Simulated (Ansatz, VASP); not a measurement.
# NaB3: VASP beside Ansatz

Aim: how closely do two programs agree when they are given the same cell, functional and k mesh? The cell is invented: other elements were put on sites of a known structure type. It may not be a known or stable phase. The cell comes out of the VASP series on this material, whose earlier steps may have relaxed, scaled or displaced it; both programs get it as it stands.

Main program and level: Ansatz 0.2.0; plane waves, with VASP 6.6.1 beside it; band structure at HSE06.

### 1. The structure

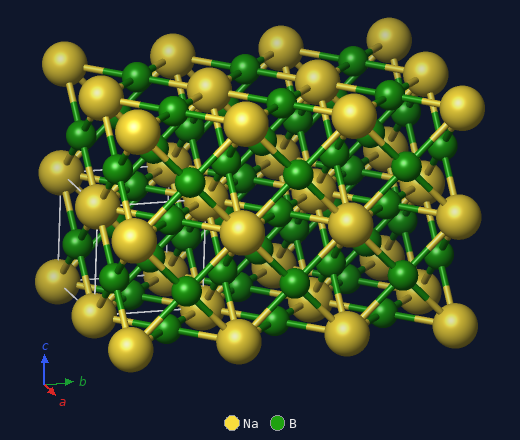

The starting structure, seen slightly off an axis (sodium yellow, boron green). 2×3×2 cells are drawn. Some periodic images of atoms are drawn too.

### 2. Ansatz: band structure, HSE06

Ansatz runs on its default PAW (the set named soft_2) files.

The same path points are solved in both programs, so levels can be compared one by one.

input.yaml reads:

```yaml
crystal:
  lattice:
    - [3.274017763, 0.0, 0.0]
    - [0.0, 3.274017763, 0.0]
    - [0.0, 0.0, 3.274017763]
  atoms:
    - { symbol: Na, position: [0.0, 0.0, 0.0] }
    - { symbol: B, position: [0.0, 0.5, 0.5] }
    - { symbol: B, position: [0.5, 0.0, 0.5] }
    - { symbol: B, position: [0.5, 0.5, 0.0] }
hamiltonian:
  xc: { exchange: pbe, correlation: pbe, exx: { coeff: 0.25, omega: 0.2 } }
  pseudopotentials: { kind: paw }
kpoints:
  mp_grid: { grid: [4, 4, 4] }
  band_path:
    path:
      - [0.0, 0.0, 0.0]
      - [0.0, 0.3, 0.0]
      - [0.0, 0.5, 0.0]
      - [0.3, 0.5, 0.0]
      - [0.5, 0.5, 0.0]
      - [0.2, 0.2, 0.0]
      - [0.1, 0.1, 0.1]
      - [0.4, 0.4, 0.4]
      - [0.4, 0.5, 0.4]
      - [0.1, 0.5, 0.1]
      - [0.5, 0.5, 0.1]
      - [0.5, 0.5, 0.5]
    npoints: 1
scf:
  occupations: { method: fermi_dirac, width: 0.05 }
  n_extra_bands: 8
output:
  forces: true
  stress: true
  eigenvalues: true
```

The run is started by

```
ansatz run input.yaml --threads 4 --pin off --max-ram 9216MiB --backend cpu --events-out ev --progress --plain --runs-dir out
```

Numbers of over 12 decimals in the logs are rounded to 6 here.

What it wrote:

```text
Warning: output.stress: scf.convergence.dr2_threshold = 1e-7 eV (the SCF's general default) is looser than the 4e-10 eV advised for a printed stress (1e-10 eV for each atom of the cell: 4). What an SCF threshold leaves in a stress goes as its square root, and in the free energy as the threshold itself, and one threshold admits the most on a small cell: [figures from the program's tests cut] Set scf.convergence.dr2_threshold to 4e-10 eV or tighter. The threshold is an SCF's pass mark: one that does not reach it within its budget of iterations ends unconverged, or closes short of it on a stop that the run arms, and scf.convergence.dr2_threshold's page says what that costs each kind of run
Warning: output.stress: scf.exx.energy_threshold = 1e-6 eV is looser than the 4e-8 eV advised for a stress under a hybrid functional (1e-8 eV for each atom of the cell: 4). Every SCF of the exchange loop can meet its threshold on dr2 while the loop round them stops early: no threshold on dr2 bounds what that leaves in the stress. Set scf.exx.energy_threshold to 4e-8 eV or tighter. The threshold is the loop's pass mark: a loop that does not reach it within its budget of cycles ends unconverged, and scf.exx.energy_threshold's page has the law
scf.n_extra_bands = 8 over 9 filled bands (N_el = 18.0): the run solves 17 bands
Engine: ansatz 0.2.0, aarch64-unknown-linux-gnu
Pseudopotentials: kind: paw
Pseudopotential: Na, paw, valence charge 9, recommended cutoff 420 eV (normal), Na.paw.azcp
Pseudopotential: B, paw, valence charge 3, recommended cutoff 420 eV (normal), B.paw.azcp
Functional definition: unnamed
  parameter a_1 = 0.25
  parameter omega_1 = 0.2/angstrom
  exchange = pbe_x + (-a_1)*pbe_x_sr(omega_1) + a_1*exact_x_sr(omega_1)
  correlation = pbe_c
Crystal: 4 atoms, lattice volume = 35.095 Å³
Basis set: ecut = 420 eV, 691 PW (Γ), exchange–correlation on 48×48×48 points (8 copies of the dense FFT grid, shifted against one another)
Bands: 17, of which v1, the nominal top of the filled ones, is band 9 counted from 1 (8 counted from 0)
Symmetry: 48 space group operations
Space group: Pm-3m (ITA 221), of the structure as read, at distance tolerance 3.3e-5 Å
k-points: 10 of 64
Non-local potential: Na, projectors of the file, l = 0: 3, l = 1: 2, l = 2: 1
Non-local potential: B, projectors of the file, l = 0: 2, l = 1: 2, l = 2: 1
PAW form: soft (Blöchl's): semilocal exchange-correlation on the pseudo side does not see the compensation charge
PAW frozen core: Na, regenerated for the run's functional, and the local potential with it (the file was generated under x = pbe(κ = 0.804, μ = 0.219515), c = pbe(β = 0.066725))
PAW frozen core: B, regenerated for the run's functional, and the local potential with it (the file was generated under x = pbe(κ = 0.804, μ = 0.219515), c = pbe(β = 0.066725))
PAW one-centre angular grid: Na, 110 points (default); XC on 96 Gauss nodes
PAW one-centre angular grid: B, 110 points (default); XC on 64 Gauss nodes
Initial density: superposition of atomic densities (neutral atoms: chi_scale 0, normalization atom), corrected by the library's trained network
Initial wavefunctions: pseudopotential atomic-orbital guess
Functional: x = pbe(κ = 0.804, μ = 0.219515), c = pbe(β = 0.066725), warm-up for x = pbe(κ = 0.804, μ = 0.219515) + 0.25 (exact − pbe) at short range (hse, ω = 0.2 Å⁻¹), c = pbe(β = 0.066725)
SCF iter   1: F=—  HF=-1946.672759 eV  |F-HF|=—  |Δ(HF+E_count)|=         —  Δρ=3.52e-3  dr2=2.95e-3  ethr=1.77e-3  ⟨swp⟩=6.4  Hψ=663  notcnv=0
preconditioner: auto → none  [metal: Δε(μ)=0.253 eV  Ē_g=17.903 eV  σ=0.050 eV  W_gap=0.50  n_scr=6 (ndim 8)  ℏωp=25.1 eV  f_vac=0.000  D(μ)=2.10/eV (n_scr^D=18)  sad-step TF]
SCF iter   2: F=—  HF=-1946.672830 eV  |F-HF|=—  |Δ(HF+E_count)|=   7.09e-5  Δρ=2.16e-3  dr2=1.18e-3  ethr=1.64e-5  ⟨swp⟩=3.1  Hψ=303  notcnv=0  defer=1
iter 3 solved again at ethr=1.56e-7 eV; its pass at ethr=6.55e-6 eV (dr2=2.80e-5 eV) is discarded
SCF iter   3: F=—  HF=-1946.672882 eV  |F-HF|=—  |Δ(HF+E_count)|=   5.24e-5  Δρ=3.11e-4  dr2=2.80e-5  ethr=1.56e-7  ⟨swp⟩=2.6  Hψ=575  notcnv=0
SCF iter   4: F=—  HF=-1946.672872 eV  |F-HF|=—  |Δ(HF+E_count)|=   9.79e-6  Δρ=5.22e-5  dr2=3.23e-7  ethr=1.55e-7  ⟨swp⟩=3.0  Hψ=335  notcnv=0
SCF iter   5: F=—  HF=-1946.672872 eV  |F-HF|=—  |Δ(HF+E_count)|=   1.68e-7  Δρ=4.31e-6  dr2=5.89e-9  ethr=1.80e-9  ⟨swp⟩=3.0  Hψ=331  notcnv=0
SCF iter   6: F=-1946.672872 eV  HF=-1946.672872 eV  |F-HF|=1.58e-10  |Δ(HF+E_count)|=   1.15e-9  Δρ=1.06e-6  dr2=1.52e-10  ethr=3.27e-11  ⟨swp⟩=3.0  Hψ=301  notcnv=0
SCF 1 converged in 6 iterations: F = -1946.672872 eV  dr2 = 1.52e-10
  greatest PAW one-centre occupation: 1.001 electrons in one spin orbital (limit 2), on the Na atom at site 0 (counted from 0), in its partial waves of l = 1
Initial density: handed on by an earlier stage of this run
Initial wavefunctions: those handed on with the density
Functional: x = pbe(κ = 0.804, μ = 0.219515) + 0.25 (exact − pbe) at short range (hse, ω = 0.2 Å⁻¹), c = pbe(β = 0.066725)
Exchange kernel: α = 0.2500, screened, ω = 0.2000 Å⁻¹, Wigner–Seitz truncation, v(0) = 1073.3096 eV·Å³, q-mesh 4×4×4, nearest image of the exchange supercell L = 13.10 Å, pair-density grid 15×15×15, without the augmentation charges, whose exchange is taken in its separable form by FFT convolution over the k-point mesh (sized by the pseudopotential files, 24×24×24 at the most), smooth part of the exact exchange by density-matrix convolution
Frozen-core exchange: fock
iter 1 solved again at ethr=7.71e-5 eV; its pass at ethr=1.00e-1 eV (dr2=1.39e-2 eV) is discarded
SCF iter   1: F=—  HF=-1946.557070 eV  |F-HF|=—  |Δ(HF+E_count)|=         —  Δρ=7.57e-3  dr2=1.46e-2  ethr=7.71e-5  ⟨swp⟩=3.5  Hψ=788  notcnv=0
preconditioner: auto → none  [metal: Δε(μ)=0.108 eV  Ē_g=12.839 eV  σ=0.050 eV  W_gap=0.43  n_scr=6 (ndim 8)  ℏωp=19.8 eV  f_vac=0.000  D(μ)=1.81/eV (n_scr^D=18)]
SCF iter   2: F=—  HF=-1946.551868 eV  |F-HF|=—  |Δ(HF+E_count)|=   5.20e-3  Δρ=2.96e-3  dr2=2.32e-3  ethr=7.71e-5  ⟨swp⟩=2.0  Hψ=297  notcnv=0
SCF iter   3: F=—  HF=-1946.550923 eV  |F-HF|=—  |Δ(HF+E_count)|=   9.45e-4  Δρ=6.25e-4  dr2=9.04e-5  ethr=1.28e-5  ⟨swp⟩=3.0  Hψ=416  notcnv=0
SCF iter   4: F=—  HF=-1946.550871 eV  |F-HF|=—  |Δ(HF+E_count)|=   5.29e-5  Δρ=1.82e-4  dr2=6.57e-6  ethr=4.59e-7  ⟨swp⟩=3.0  Hψ=340  notcnv=0
SCF iter   5: F=-1946.550867 eV  HF=-1946.550868 eV  |F-HF|=3.98e-7  |Δ(HF+E_count)|=   2.81e-6  Δρ=2.21e-5  dr2=2.34e-7  ethr=3.29e-8  ⟨swp⟩=3.0  Hψ=397  notcnv=0
SCF 2 stopped early in 5 iterations: F = -1946.550867 eV  dr2 = 2.34e-7
hybrid outer 1: dexx = +3.468e-3 eV, tail = 7.10e-6 eV
Exchange kernel: α = 0.2500, screened, ω = 0.2000 Å⁻¹, Wigner–Seitz truncation, v(0) = 1073.3096 eV·Å³, q-mesh 4×4×4, nearest image of the exchange supercell L = 13.10 Å, pair-density grid 15×15×15, without the augmentation charges, whose exchange is taken in its separable form by FFT convolution over the k-point mesh (sized by the pseudopotential files, 24×24×24 at the most), smooth part of the exact exchange by density-matrix convolution
Frozen-core exchange: fock
SCF iter   1: F=—  HF=-1946.550860 eV  |F-HF|=—  |Δ(HF+E_count)|=         —  Δρ=5.63e-5  dr2=5.57e-7  ethr=1.97e-7  ⟨swp⟩=3.5  Hψ=408  notcnv=0
preconditioner: auto → none  [insulator: Δε(μ)=0.152 eV  Ē_g=12.825 eV  σ=0.050 eV  W_gap=0.57  n_scr=6 (ndim 8)  ℏωp=19.8 eV  f_vac=0.000  D(μ)=1.46/eV (n_scr^D=18)]
SCF iter   2: F=—  HF=-1946.550860 eV  |F-HF|=—  |Δ(HF+E_count)|=   8.41e-8  Δρ=1.17e-5  dr2=2.92e-8  ethr=2.82e-9  ⟨swp⟩=3.2  Hψ=345  notcnv=0
SCF iter   3: F=-1946.550860 eV  HF=-1946.550860 eV  |F-HF|=2.62e-9  |Δ(HF+E_count)|=   2.89e-8  Δρ=4.39e-6  dr2=2.55e-9  ethr=1.31e-10  ⟨swp⟩=3.1  Hψ=348  notcnv=0
SCF 3 converged in 3 iterations: F = -1946.550860 eV  dr2 = 2.55e-9
  Residual-converged pass: ⟨swp⟩=2.9  Hψ=276  notcnv=0  max |occ|·‖R‖ = 1.7e-6 eV (tolerance 2.4e-6 eV)  dr2=2.55e-9  dr2_onsite=2.75e-9  max |Δocc| = 1.1e-11
hybrid outer 2: dexx = +2.834e-7 eV, tail = 1.30e-8 eV, Δε = 2.44e-3 eV (about 1.38e-4 eV left of the loop's levels)
NSCF: frozen V_eff on 12 k-points
hybrid SCF converged: 2 outer / 8 inner (+6 warm-up), last move |dexx| = 2.83e-7 eV, tail = 1.30e-8 eV
Stability not checked: this state was not tested for a lower state beside it, because the functional holds exact exchange (a hybrid, or Hartree-Fock), whose exchange loop this test does not read (fock_operator; see scf.lower_state_search)
Free energy (F): -1946.550860 eV
Frozen-core exchange: fock
Harris-Foulkes:  -1946.550860 eV  (|F-HF|=2.62e-9)
Internal energy: -1946.538866 eV  (E = F + TS)
E sigma→0 (E₀):  -1946.544863 eV
Entropy (-TS):   -0.011994 eV (-2.998 meV/atom)
Fermi energy:    9.000687 eV
--- Per-component energies (eV) ---
  E_band       = -160.802315
  E_kinetic    = 248.264111
  E_local      = -1218.279958  (includes V_loc(G=0)·N_el)
  E_nonlocal   = 154.119696
  E_hartree    = 447.884716
  E_xc         = -106.934298
  E_vxc        = -128.477500  (∫ρ·V_xc dr)
  E_exx        = -57.082697  (= α·E_x^exact, valence–valence)
  E_paw        = -463.880891  (= ΣΔE_a)
  E_vpaw       = 1.968274  (= ΣTr[D̂ρ^β])
  E_aug_tail   = -0.000046  (compensation charges beyond the density's cutoff)
  E_ewald      = -950.557880
  E_core_change = -0.071619  (= ΣΔE_core)
  E_smearing   = -0.011994  (= −TS)
  E_closure    = -0.000000  (closes the sum)
  Σ components = -1946.550860   (vs F -1946.550860, Δ=2.27e-13)
--- Forces (eV/Å), atoms counted from 1 ---
  atom   1  Na    -0.00000000     0.00000000     0.00000000
  atom   2  B      0.00000000    -0.00000000     0.00000000
  atom   3  B      0.00000000     0.00000000     0.00000000
  atom   4  B      0.00000000     0.00000000    -0.00000000
  max |Σ_I F_I| component: 2.30e-31 eV/Å
--- Stress (GPa, compression-positive) ---
        1.055203       0.000000       0.000000
        0.000000       1.055203       0.000000
        0.000000       0.000000       1.055203
  P = ⅓ Tr σ = 1.0552 GPa (10.552 kbar)
--- Band table (eV; the first three rows and the last of 10) ---
  k-point 0: bands = [... 5 lower, 5.8505, 5.8505, 5.8505, 8.3258, 8.3258, 15.0232, 15.0232, 15.0232, ... 4 higher]
  k-point 1: bands = [... 5 lower, 1.9894, 6.5099, 6.5099, 8.9681, 11.6493, 13.2721, 13.2721, 13.3820, ... 4 higher]
  k-point 2: bands = [... 5 lower, -1.2489, 7.6075, 7.6075, 10.6760, 10.9045, 11.1652, 11.1652, 13.5924, ... 4 higher]
  k-point 9: bands = [... 5 lower, 3.5039, 3.5039, 3.5039, 4.7041, 4.7041, 4.7041, 17.1187, 20.1368, ... 4 higher]
```

It took 12 s on 4 threads of Arm Neoverse V1, shared host; peak memory 0.52 GiB.

In the SCF lines HF is the Harris–Foulkes energy and dr2 the Hartree energy of the density residual, in eV; the loop may stop once dr2 is under the threshold and the program's other checks hold. Hψ counts applications of the Hamiltonian.

[end of part 1 of 2]

[Lines on the potential files, build, host, timing and source positions are cut from VASP's logs without a mark.]

[Logs are printed without paths, hosts, clocks, repeated set-up lines and the standing remarks that a program may print on its own settings, such as how far it seeks lower states.]

[Hosts, paths, dates, database ids (printed as entryN), source tags and the programs' standing remarks are cut or masked in the printed files.]
